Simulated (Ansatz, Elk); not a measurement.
## CoBiS3: X-ray structure factors from the self-consistent density

Structure refinements treat a crystal as free atoms side by side. For a made-up structure of CoBiS3 (cell and positions from a PBE relaxation) the runs below show what the calculated density changes in F(hkl).

Calculated with Elk 11.2.3 (patched build); DFT, PBE, all-electron APW+lo, Dirac cores, scalar-relativistic bands, static density, no spin.

The structure was built from a prototype and need not be the compound's stable phase.

**1. The starting structure**

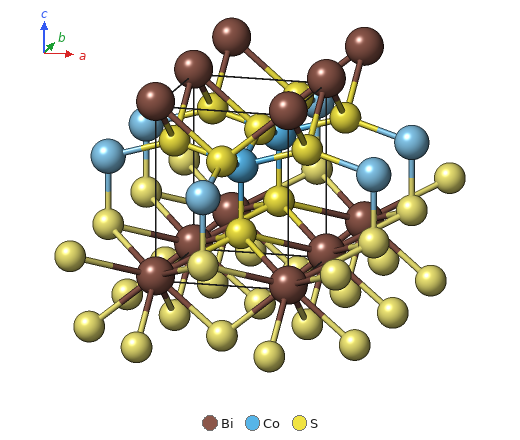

Start, viewed slightly off an axis; bismuth brown, cobalt blue, sulfur yellow. 1×2×1 cells are drawn. Some periodic images of atoms are drawn too.

Coordinates:

```cif
data_structure
_symmetry_space_group_name_H-M 'P 1'
_symmetry_Int_Tables_number 1
_cell_length_a 4.2895
_cell_length_b 4.2895
_cell_length_c 5.5827
_cell_angle_alpha 90.000
_cell_angle_beta 90.000
_cell_angle_gamma 90.000
_cell_volume 102.72
loop_
_atom_site_label
_atom_site_type_symbol
_atom_site_fract_x
_atom_site_fract_y
_atom_site_fract_z
_atom_site_occupancy
Bi1 Bi 0.00000 0.00000 0.02820 1
Co2 Co 0.50000 0.50000 0.59543 1
S3 S 0.00000 0.50000 0.71083 1
S4 S 0.50000 0.50000 0.20631 1
S5 S 0.50000 0.00000 0.71083 1
```

**2. Ground state and structure factors**

An all-electron density is needed, since X-rays see the cores too. Task 0 finds the density and task 195 Fourier-transforms it; tshift is off so that phases refer to the origin typed.

Input file elk.in:

```
tasks
  0
  195

xctype
  20

spinpol
  .false.

rgkmax
  7.0

gmaxvr
  14.0

lmaxo
  7

lmaxapw
  8

swidth
  0.002

tshift
  .false.

hmaxvr
  5.5

maxscl
  120

epspot
  1e-06

sppath
  './'

avec
  8.10590769627 -0.00000000000 -0.00000000000
  -0.00000000000 8.10590769627 0.00000000000
  -0.00000000000 0.00000000000 10.54974872449

atoms
  3
  'Bi.in'
  1
  0.0000000000 0.0000000000 0.0281960443   0.000000 0.000000 0.000000
  'Co.in'
  1
  0.5000000000 0.5000000000 0.5954289906   0.000000 0.000000 0.000000
  'S.in'
  3
  0.0000000000 0.5000000000 0.7108307170   0.000000 0.000000 0.000000
  0.5000000000 0.5000000000 0.2063135312   0.000000 0.000000 0.000000
  0.5000000000 0.0000000000 0.7108307170   0.000000 0.000000 0.000000

ngridk
  5 5 4
```

Started as:

```sh
$ OMP_NUM_THREADS=4 elk
```

Numbers of over 12 decimals in the logs are rounded to 6 here.

Output:

```text
┌─────────────────────────┐
│ Elk code version 11.2.3 │
└─────────────────────────┘

All units are atomic (Hartree, Bohr, etc.)

┌─────────────────────────────────────────────────┐
│ Ground-state run starting from atomic densities │
└─────────────────────────────────────────────────┘

Lattice vectors :
   8.105907696      -0.000000000      -0.000000000
  -0.000000000       8.105907696       0.000000000
  -0.000000000       0.000000000       10.54974872

Reciprocal lattice vectors :
  0.7751365476       0.000000000       0.000000000
   0.000000000      0.7751365476       0.000000000
   0.000000000       0.000000000      0.5955767736

Unit cell volume      :    693.1790423
Brillouin zone volume :   0.3578443639

Muffin-tin inner radius fraction :   0.1000000000E-01

Nuclei treated as point charges

Species : 1 (Bi)
 parameters loaded from : Bi.in
 name : bismuth
 nuclear charge    :   -83.00000000
 electronic charge :    83.00000000
 atomic mass :    380947.9285
 muffin-tin radius :    2.800000000
 number of radial points in muffin-tin :   1393
 inner part over the whole radius :   0.9976520004E-02
 number on inner part of muffin-tin    :   1001
 approximate nuclear radius :   0.1052171418E-03
 number of mesh points to nuclear radius :    526
 atomic positions (lattice), magnetic fields (Cartesian) :
  1 :   0.00000000  0.00000000  0.02819604    0.00000000  0.00000000  0.00000000

Species : 2 (Co)
 parameters loaded from : Co.in
 name : cobalt
 nuclear charge    :   -27.00000000
 electronic charge :    27.00000000
 atomic mass :    107428.6517
 muffin-tin radius :    2.115688863
 number of radial points in muffin-tin :    993
 inner part over the whole radius :   0.9899982529E-02
 number on inner part of muffin-tin    :    698
 approximate nuclear radius :   0.7243775530E-04
 number of mesh points to nuclear radius :    336
 atomic positions (lattice), magnetic fields (Cartesian) :
  1 :   0.50000000  0.50000000  0.59542899    0.00000000  0.00000000  0.00000000

Species : 3 (S)
 parameters loaded from : S.in
 name : sulphur
 nuclear charge    :   -16.00000000
 electronic charge :    16.00000000
 atomic mass :    58450.91931
 muffin-tin radius :    1.939381458
 number of radial points in muffin-tin :    793
 inner part over the whole radius :   0.9887972169E-02
 number on inner part of muffin-tin    :    552
 approximate nuclear radius :   0.6195814986E-04
 number of mesh points to nuclear radius :    253
 atomic positions (lattice), magnetic fields (Cartesian) :
  1 :   0.00000000  0.50000000  0.71083072    0.00000000  0.00000000  0.00000000
  2 :   0.50000000  0.50000000  0.20631353    0.00000000  0.00000000  0.00000000
  3 :   0.50000000  0.00000000  0.71083072    0.00000000  0.00000000  0.00000000

Total number of atoms per unit cell :    5
Total muffin-tin volume :    223.2848249
 ratio of muffin-tin to unit cell volume :   0.3221171028

Spin treatment :
 spin-unpolarised

Number of Bravais lattice symmetries :   16
Number of crystal symmetries         :    8
Crystal has no inversion symmetry
Complex Hermitian eigensolver will be used

k-point grid :      5     5     4
k-point offset :    0.000000000       0.000000000       0.000000000
k-point set is reduced with full crystal symmetry group
Total number of k-points :       24

Muffin-tin radius times maximum |G+k| :    7.000000000
 using average radius
Maximum |G+k| for APW functions       :    3.260717697
Maximum (1/2)|G+k|²                   :    5.316139951
Maximum |G| for potential and density :    14.00000000
Constant for pseudocharge density :   10
 order of it for each species :   17  17  17
 order of it for pair densities of each species (exact exchange by exxq0 0: 18) :   16   9   7
Radial integration step length :    1

G-vector grid sizes :     40    40    48
Number of G-vectors :    32111

Maximum angular momentum used for
 APW functions            :    8
 outer part of muffin-tin :    7
 inner part of muffin-tin :    2

Total nuclear charge    :   -158.0000000
[...]
Density of states at Fermi energy :    99.55318756
 (states/Hartree/unit cell)

Estimated indirect band gap :   0.1810568403E-02
 from k-point 20 to k-point 14
Estimated direct band gap   :   0.9177123914E-02
 at k-point 1

Charges :
 core                        :    110.0000000
 valence                     :    48.00000000
 interstitial                :    10.09029060
 muffin-tins (core leakage)
  species : 1 (Bi)
   atom 1                    :    80.49863863     (  0.6979565260E-03)
  species : 2 (Co)
[...]
species : 3 (S)
[...]
total in muffin-tins        :    147.9097094
 total calculated charge     :    157.9955195
 total charge                :    158.0000000
 error                       :   0.4480499441E-02

RMS change in Kohn-Sham potential (target) :   0.4515841728     (  0.1000000000E-05)
Absolute change in total energy (target)   :   0.9530829302E-01 (  0.1000000000E-03)

[... loops 3 to 18 left out ...]

┌──────────────────┐
│ Loop number : 19 │
└──────────────────┘

Energies :
 Fermi                       :     0.222592
 sum of occupied eigenvalues :     -14850.215271494
 electron kinetic            :      27863.196136506
 core electron kinetic       :      27540.070727570
 Coulomb                     :     -51500.494980597
 Coulomb potential           :     -42014.552062418
 nuclear-nuclear             :     -1810.7854455433
 electron-nuclear            :     -57391.918371158
 Hartree                     :      7702.2088361036
 Madelung                    :     -30493.218949388
 xc potential                :     -698.85934558215
 exchange                    :     -527.03385447113
 correlation                 :     -8.304735
 electron entropic           :    -0.17206694225257E-02
 total energy                :     -24172.639153974

Density of states at Fermi energy :    138.8444482
 (states/Hartree/unit cell)

Estimated indirect band gap :   0.9313869675E-03
 from k-point 21 to k-point 12
Estimated direct band gap   :   0.1068306709E-02
 at k-point 21

Charges :
 core                        :    110.0000000
 valence                     :    48.00000000
 interstitial                :    10.41208262
 muffin-tins (core leakage)
  species : 1 (Bi)
[...]
species : 2 (Co)
[...]
species : 3 (S)
[...]
total in muffin-tins        :    147.5879174
 total calculated charge     :    157.9955641
 total charge                :    158.0000000
 error                       :   0.4435915154E-02

RMS change in Kohn-Sham potential (target) :   0.5625801117E-06 (  0.1000000000E-05)
Absolute change in total energy (target)   :   0.8916250590E-04 (  0.1000000000E-03)

Convergence targets achieved

┌──────────────────┐
│ Loop number : 20 │
└──────────────────┘

Energies :
 Fermi                       :     0.222592
 sum of occupied eigenvalues :     -14850.215264056
 electron kinetic            :      27863.196150381
 core electron kinetic       :      27540.070730695
 Coulomb                     :     -51500.494983477
 Coulomb potential           :     -42014.552052406
 nuclear-nuclear             :     -1810.7854455433
 electron-nuclear            :     -57391.918386844
 Hartree                     :      7702.2088489105
 Madelung                    :     -30493.218957274
 xc potential                :     -698.85936203048
 exchange                    :     -527.03385498286
 correlation                 :     -8.304735
 electron entropic           :    -0.17206700327999E-02
 total energy                :     -24172.639143503

Density of states at Fermi energy :    138.8444960
 (states/Hartree/unit cell)

Estimated indirect band gap :   0.9314340124E-03
 from k-point 21 to k-point 12
Estimated direct band gap   :   0.1068293248E-02
 at k-point 21

Charges :
 core                        :    110.0000000
 valence                     :    48.00000000
 interstitial                :    10.41208244
 muffin-tins (core leakage)
  species : 1 (Bi)
[...]
species : 2 (Co)
[...]
species : 3 (S)
   atom 1                    :    13.68530322     (  0.3960297326E-03)
   atom 2                    :    13.62899482     (  0.3934992753E-03)
   atom 3                    :    13.68530322     (  0.3960297326E-03)
 total in muffin-tins        :    147.5879176
 total calculated charge     :    157.9955641
 total charge                :    158.0000000
 error                       :   0.4435914740E-02

┌──────────────────────────────┐
│ Self-consistent loop stopped │
└──────────────────────────────┘

Warning : core states of species 1 leak from the muffin-tin :   0.6620737287E-03

Warning : core states of species 2 leak from the muffin-tin :   0.2022203786E-02

Warning : core states of species 3 leak from the muffin-tin :   0.3960297326E-03

Wrote STATE.OUT
```

Elapsed: 48 s, on 4 threads of Arm Neoverse V1, shared host; peak memory 0.22 GiB; 2.3 min of CPU time.

SFACRHO.OUT:

```text

h k l indices transformed by vhmat matrix:
   1.000000000       0.000000000       0.000000000    
   0.000000000       1.000000000       0.000000000    
   0.000000000       0.000000000       1.000000000    

      h      k      l  multipl.   |H|            Re(F)            Im(F)           |F|

      0      0      0      1   0.0000000       158.00000      0.15151080E-15   158.00000    
      0      0     -1      1  0.59557677       53.816915       14.559305       55.751536    
      0      0      1      1  0.59557677       53.816915      -14.559305       55.751536    
      0     -1      0      4  0.77513655       38.771888     -0.50051856E-14   38.771888    
     -1      0      1      4  0.97752154       89.035950       13.797344       90.098652    
      0      1     -1      4  0.97752154       89.035950      -13.797344       90.098652    
     -1      1      0      4   1.0962086       83.197039      0.10273890E-14   83.197039    
      0      0     -2      1   1.1911535       44.437249      -62.670893       76.826492    
      0      0      2      1   1.1911535       44.437249       62.670893       76.826492    
      1     -1     -1      4   1.2475516       60.918980      -33.899278       69.715731    
      1      1      1      4   1.2475516       60.918980       33.899278       69.715731    
      0      1     -2      4   1.4211557       66.465237      0.91049970       66.471474    
      0      1      2      4   1.4211557       66.465237     -0.91049970       66.471474    
      2      0      0      4   1.5502731       118.28441     -0.93517072E-14   118.28441    
     -1      1      2      4   1.6188021       78.886732       37.181128       87.209820    
     -1      1     -2      4   1.6188021       78.886732      -37.181128       87.209820    
      0      2     -1      4   1.6607403       47.143629       8.9123416       47.978658    
      2      0      1      4   1.6607403       47.143629      -8.9123416       47.978658
```

Elk indexes on the primitive cell of elk.in and gives |H| = 4π sin θ/λ in inverse bohr. Below, one row stands for each form hkl of the conventional cell (m members, Friedel mates merged), F is for one primitive cell and the density is static (no thermal factor). Free-atom factors are Waasmaier and Kirfel's, and R is Σm||F|−|F'||/Σm|F|.

```
hkl   m  sin θ/λ (Å⁻¹)  abs F, DFT  neutral atoms   diff.  abs of complex diff.
001   2          0.090      55.752         55.989  -0.237                 0.349
100   4          0.117      38.772         39.336  -0.564                 0.564
101   8          0.147      90.099         90.084  +0.015                 0.136
110   4          0.165      83.197         83.350  -0.153                 0.153
002   2          0.179      76.826         76.863  -0.037                 0.426
111   8          0.188      69.716         69.672  +0.044                 0.285
102   8          0.214      66.471         66.491  -0.019                 0.064
200   4          0.233     118.284        118.354  -0.070                 0.070
112   8          0.243      87.210         87.156  +0.054                 0.056
201   8          0.250      47.979         47.890  +0.089                 0.118
210   8          0.261      36.831         36.653  +0.178                 0.178
003   2          0.269      69.522         69.567  -0.046                 0.237
211  16          0.276      76.931         77.008  -0.077                 0.080
103   8          0.293      79.448         79.566  -0.119                 0.119
202   8          0.294      66.398         66.490  -0.092                 0.192
113   8          0.315      38.738         38.706  +0.032                 0.230
212  16          0.316      58.777         58.707  +0.070                 0.318
220   4          0.330     102.710        102.914  -0.204                 0.204
221   8          0.342      43.742         43.726  +0.016                 0.195
300   4          0.350      34.543         34.369  +0.174                 0.174
203   8          0.356      62.669         62.643  +0.026                 0.064
004   2          0.358      52.958         53.189  -0.231                 0.233
```

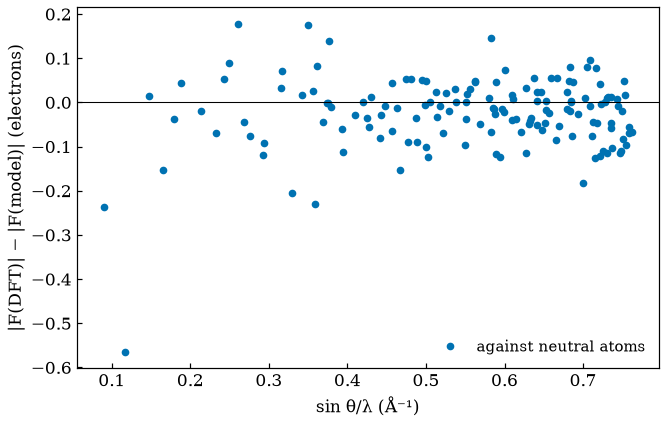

Difference between the calculated structure factors and the independent-atom ones.

**3. Results**

* R against neutral atoms, sin θ/λ < 0.3 Å⁻¹: 0.14 %
* R against neutral atoms, 0.3 to 0.76 Å⁻¹: 0.10 %

What this shows: Independent neutral atoms miss the calculated amplitudes by R = 0.14 % below 0.3 Å⁻¹ and 0.10 % from there to 0.76 Å⁻¹; by shells, 0.29 % below 0.15 Å⁻¹ (3 forms), 0.12 % 0.15 to 0.3 (12 forms), 0.08 % 0.3 to 0.45 (23 forms), 0.10 % above 0.45 (111 forms). Bonding, aspherical density and the tables' own atoms all enter these figures, and the runs don't part them. The largest change of an amplitude is -0.56 electrons, at 100. R counts amplitudes alone; phases shift too. The basis has no finished test. The k-mesh has no finished test. These runs have no spin, though d or f shells may be open. Spin-orbit coupling is left out, which can matter for elements this heavy. Part of the difference isn't bonding: the tables are fits to free atoms and ions calculated by other methods than this functional. Thermal motion, anomalous dispersion and extinction are left out.

[Logs are printed without paths, hosts, clocks, repeated set-up lines and the standing remarks that a program may print on its own settings, such as how far it seeks lower states.]

[Hosts, paths, dates, database ids (printed as entryN), source tags and the programs' standing remarks are cut or masked in the printed files.]
